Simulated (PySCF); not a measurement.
# SiHF2 (SMILES F[SiH]F): UB2PLYP/STO-6G

Aim: the vertical ionisation energy of SiHF2 at UB2PLYP/STO-6G, from 2 runs. 

The results are computed with PySCF 2.14.0.

15 further runs of the same task are left out: 5 that didn't finish, 10 set aside as unsound or not needed.

## Step 1: The structure to begin with

The species is SiHF2 (4 atoms), meant as a doublet with charge 0. As SMILES, `F[SiH]F`. Geometry: relaxed at GFN2-xTB.

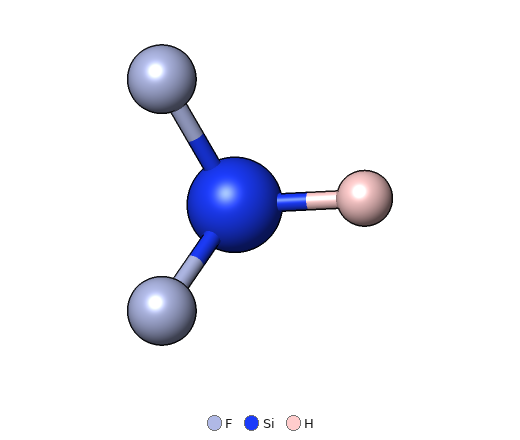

Viewed from a chosen angle; fluorine light blue, silicon blue, hydrogen pink.

## Step 2: The energy at UB2PLYP/STO-6G

The input, input.py:

```python
# F[SiH]F
from pyscf import gto, dft, mp

mol = gto.Mole()
mol.atom = 'F 1.226950 0.652980 -0.410280; Si -0.028060 -0.342890 -0.301090; F -1.234200 0.716240 -0.252780; H 0.035310 -1.026330 0.964150'
mol.basis = 'sto-6g'
mol.max_memory = 1860
mol.spin = 1
mol.verbose = 3
mol.charge = 0
mol.build()

mf = dft.UKS(mol, xc='0.53*HF + 0.47*B88, 0.73*LYP')
mf.conv_tol = 1e-10
mf.grids.level = 5
mf.kernel()
if not mf.converged:
    mf = mf.newton().run(mf.mo_coeff, mf.mo_occ)

pt = mp.MP2(mf, frozen=7).run()
e_tot = mf.e_tot + 0.27 * pt.e_corr
print('PT2 part  %.8f' % (0.27 * pt.e_corr))
print(f'total energy: {e_tot:.8f} hartree')
```

The run is started by

```sh
$ OMP_NUM_THREADS=1 python input.py
```

The log of the run:

```text
WARN: HOMO -0.138522663672845 >= LUMO -0.138522663672844

converged SCF energy = -487.261731783458  <S^2> = 0.75345043  2S+1 = 2.0034475
E(UMP2) = -487.352762282092  E_corr = -0.0910304986342275
E(SCS-UMP2) = -487.35466055534  E_corr = -0.0929287718822469
PT2 part  -0.02457823
total energy: -487.28631002 hartree
```

Wall time 4.8 s (1 thread of Arm Neoverse V2, shared host); peak memory 0.21 GiB.

## Step 3: The singlet cation at the same level

The input, mol.xyz:

```xyz
4
F2HSi
F      1.226950     0.652980    -0.410280
Si    -0.028060    -0.342890    -0.301090
F     -1.234200     0.716240    -0.252780
H      0.035310    -1.026330     0.964150
```

The input, calc.py:

```python
from pyscf import gto, dft, mp

system = gto.M(
    atom='mol.xyz',
    charge=1,
    verbose=4,
    basis='sto-6g',
    max_memory=1860,
)

mf = dft.RKS(system, xc='0.53*HF + 0.47*B88, 0.73*LYP')
mf.conv_tol = 1e-10
mf.grids.level = 5
mf.kernel()
if not mf.converged:
    mf = mf.newton().run(mf.mo_coeff, mf.mo_occ)

pt = mp.MP2(mf, frozen=7).run()
energy = mf.e_tot + 0.27 * pt.e_corr
print('PT2 part  %.8f' % (0.27 * pt.e_corr))
print('Final energy', energy)
```

The run is started by

```sh
$ OMP_NUM_THREADS=1 python calc.py
```

The log of the run:

```text
PySCF version 2.14.0

[INPUT] num. atoms = 4
[INPUT] num. electrons = 32
[INPUT] charge = 1
[INPUT] spin (= nelec alpha-beta = 2S) = 0
[INPUT] symmetry False subgroup None
[INPUT] Mole.unit = angstrom
[INPUT] Symbol           X                Y                Z      unit          X                Y                Z       unit  Magmom
[INPUT]  1 F      1.226950000000   0.652980000000  -0.410280000000 AA    2.318599468535   1.233953364818  -0.775316834387 Bohr   0.0
[INPUT]  2 Si    -0.028060000000  -0.342890000000  -0.301090000000 AA   -0.053025715055  -0.647968190852  -0.568977638845 Bohr   0.0
[INPUT]  3 F     -1.234200000000   0.716240000000  -0.252780000000 AA   -2.332299982938   1.353497439458  -0.477684969768 Bohr   0.0
[INPUT]  4 H      0.035310000000  -1.026330000000   0.964150000000 AA    0.066726229458  -1.939482613425   1.821979442999 Bohr   0.0

nuclear repulsion = 109.410123102376
number of shells = 12
number of NR pGTOs = 120
number of NR cGTOs = 20
basis = sto-6g
ecp = {}

******** <class 'pyscf.dft.rks.RKS'> ********
method = RKS
initial guess = minao
damping factor = 0
level_shift factor = 0
DIIS = <class 'pyscf.scf.diis.CDIIS'>
diis_start_cycle = 1
diis_space = 8
diis_damp = 0
SCF conv_tol = 1e-10
SCF conv_tol_grad = None
SCF max_cycles = 50
direct_scf = True
direct_scf_tol = 1e-13
XC library pyscf.dft.libxc version 7.0.0
    S. Lehtola, C. Steigemann, M. J.T. Oliveira, and M. A.L. Marques.,  SoftwareX 7, 1–5 (2018)
XC functionals = 0.53*HF + 0.47*B88, 0.73*LYP
    A. D. Becke.,  Phys. Rev. A 38, 3098 (1988)
    C. Lee, W. Yang, and R. G. Parr.,  Phys. Rev. B 37, 785 (1988)
    B. Miehlich, A. Savin, H. Stoll, and H. Preuss.,  Chem. Phys. Lett. 157, 200 (1989)
radial grids:
    Treutler-Ahlrichs [JCP 102, 346 (1995); DOI:10.1063/1.469408] (M4) radial grids

becke partition: Becke, JCP 88, 2547 (1988); DOI:10.1063/1.454033
pruning grids: <function nwchem_prune>
grids dens level: 5
symmetrized grids: False
atomic radii adjust function: <function treutler_atomic_radii_adjust>
small_rho_cutoff = 0
Set gradient conv threshold to 1e-05
Initial guess from minao.
tot grids = 154848
init E= -487.240583931265
  HOMO = -0.465633884822286  LUMO = -0.138522663672843  gap/eV = 8.90115
cycle= 1 E= -486.815956217206  delta_E= 0.425  |g|= 0.621  |ddm|=  2.4
  HOMO = -0.437527869000678  LUMO = -0.326877886809687  gap/eV = 3.01094
cycle= 2 E= -486.696851236566  delta_E= 0.119  |g|= 0.952  |ddm|= 2.39
  HOMO = -0.615438074156051  LUMO = -0.329341089239842  gap/eV = 7.78510
cycle= 3 E= -487.023232436389  delta_E= -0.326  |g|= 0.028  |ddm|= 1.29
  HOMO = -0.626762858037385  LUMO = -0.312912110541282  gap/eV = 8.54031
cycle= 4 E= -487.023747639712  delta_E= -0.000515  |g|= 0.00648  |ddm|= 0.0651
  HOMO = -0.629728055392488  LUMO = -0.313156131345119  gap/eV = 8.61436
cycle= 5 E= -487.023792895085  delta_E= -4.53e-05  |g|= 0.00187  |ddm|= 0.023
  HOMO = -0.629062705120721  LUMO = -0.313250791816536  gap/eV = 8.59368
cycle= 6 E= -487.023796326382  delta_E= -3.43e-06  |g|= 0.000519  |ddm|= 0.00636
  HOMO = -0.629123879725262  LUMO = -0.313299576139322  gap/eV = 8.59402
cycle= 7 E= -487.023796557517  delta_E= -2.31e-07  |g|= 0.000269  |ddm|= 0.00192
  HOMO = -0.629140216257424  LUMO = -0.313300625237849  gap/eV = 8.59443
cycle= 8 E= -487.023796593288  delta_E= -3.58e-08  |g|= 6.02e-05  |ddm|= 0.000554
  HOMO = -0.629148558649139  LUMO = -0.313296529334744  gap/eV = 8.59477
cycle= 9 E= -487.023796597494  delta_E= -4.21e-09  |g|= 1.33e-05  |ddm|= 0.000245
  HOMO = -0.629149176979865  LUMO = -0.313298829047294  gap/eV = 8.59473
cycle= 10 E= -487.023796597812  delta_E= -3.18e-10  |g|= 2.22e-06  |ddm|= 8.22e-05
  HOMO = -0.629149514604979  LUMO = -0.313298626734584  gap/eV = 8.59474
cycle= 11 E= -487.023796597823  delta_E= -1.07e-11  |g|= 5.2e-07  |ddm|= 1.44e-05
  HOMO = -0.629149589590566  LUMO = -0.313298640849397  gap/eV = 8.59474
Extra cycle  E= -487.023796597823  delta_E= -6.82e-13  |g|= 2.27e-07  |ddm|= 1.93e-06
converged SCF energy = -487.023796597823

******** <class 'pyscf.mp.mp2.RMP2'> ********
nocc = 9, nmo = 13
frozen orbitals 7
E(RMP2) = -487.188856829809  E_corr = -0.165060231985145
E(SCS-RMP2) = -487.191731886174  E_corr = -0.167935288350628
E_corr(same-spin) = -0.0347734500363992
E_corr(oppo-spin) = -0.130286781948746
PT2 part  -0.04456626
Final energy -487.06836286045944
```

Wall time 3.3 s (1 thread of Arm Neoverse V2, shared host); peak memory 0.2 GiB.

## Step 4: Results

Level: UB2PLYP/STO-6G, 7 core orbitals frozen.

| quantity | value |
| --- | --- |
| doublet SiHF2: total energy | -487.28631 Eh |
| doublet SiHF2: dipole moment (SCF part) | 1.47 D |
| doublet SiHF2: HOMO energy (SCF part's orbitals) (highest over α and β) | -4.35 eV |
| doublet SiHF2: LUMO energy (SCF part's orbitals) (lowest over α and β) | 2.44 eV |
| doublet SiHF2: ⟨S²⟩ | 0.753 |
| singlet cation: total energy | -487.06836 Eh |
| singlet cation: HOMO energy (SCF part's orbitals) | -17.12 eV |
| singlet cation: LUMO energy (SCF part's orbitals) | -8.53 eV |
| singlet cation: HOMO–LUMO gap (SCF part's orbitals) | 8.59 eV |
| vertical ionisation energy (to the singlet cation) | 5.931 eV |

In words: The vertical ionisation energy comes to 5.93 eV (137 kcal/mol). Only the singlet of the ionised species was computed; a triplet could lie lower. In a minimal basis such a difference can be off by several eV, whatever the method. Mulliken charges (doublet SiHF2) run from -0.29 on F1 to +0.75 on Si2.
